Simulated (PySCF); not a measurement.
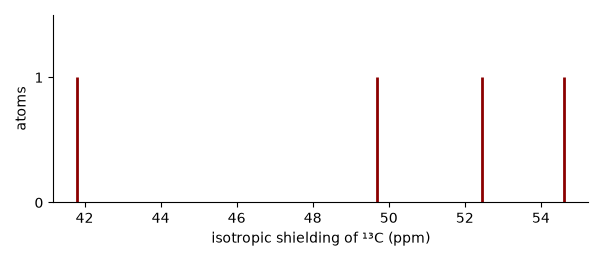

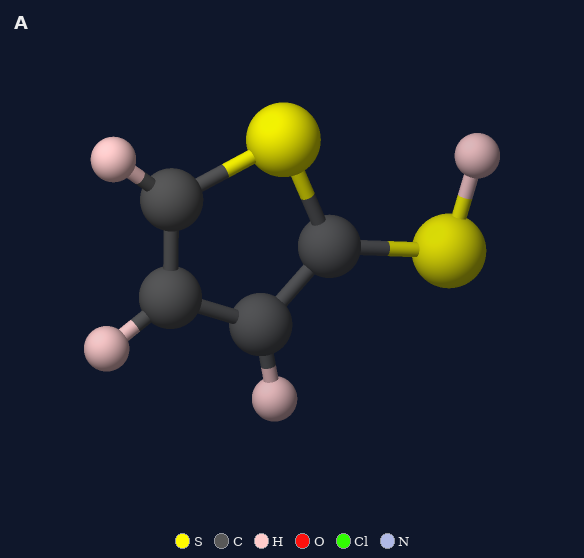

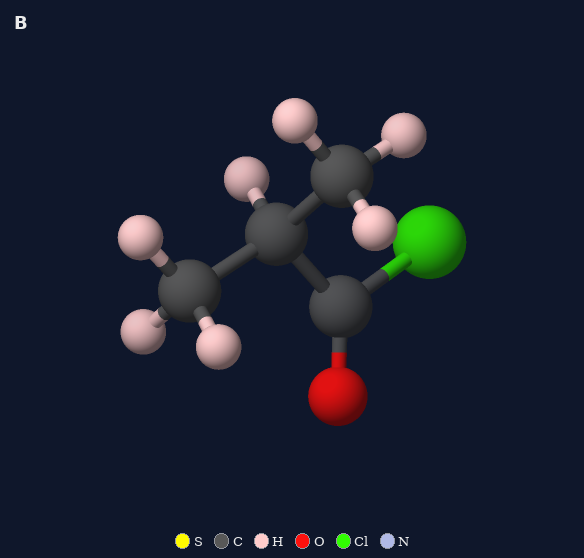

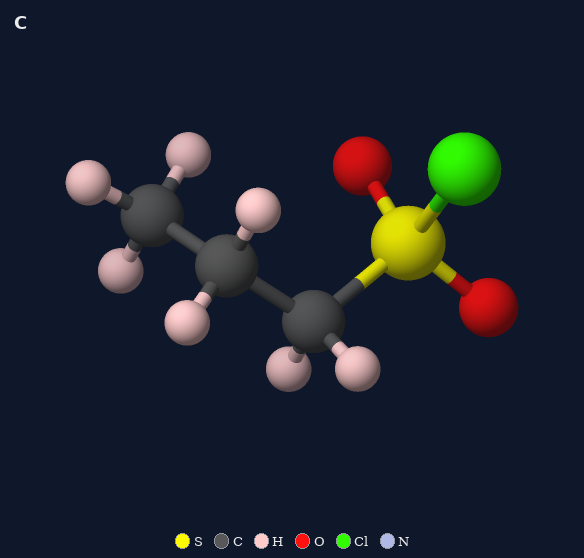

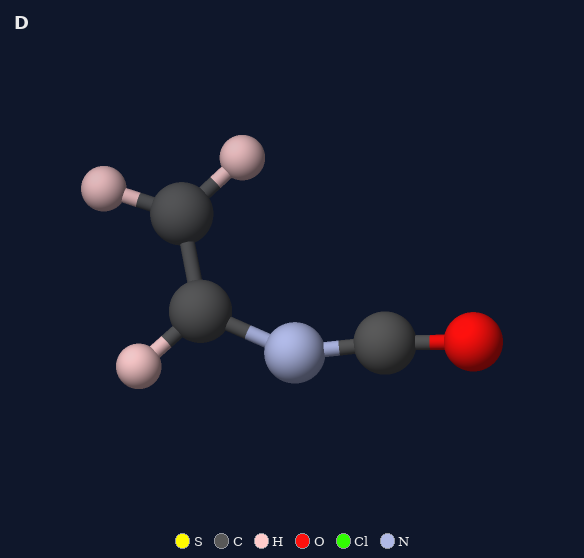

The sticks are computed shieldings of one of the molecules, for one fixed geometry (PBE0-D3(BJ)/def2-SVP) without averaging over rotations. Low shielding means a high chemical shift. Method: GIAO ωB97X-D/pcSseg-1 NMR shielding, non-relativistic, IEF-PCM chloroform (PySCF 2.14.0).

**Match the spectrum to a structure.**

A, `Sc1cccs1`. Its 4 C atoms give lines at 41.8, 49.7, 52.5, 54.6 ppm.
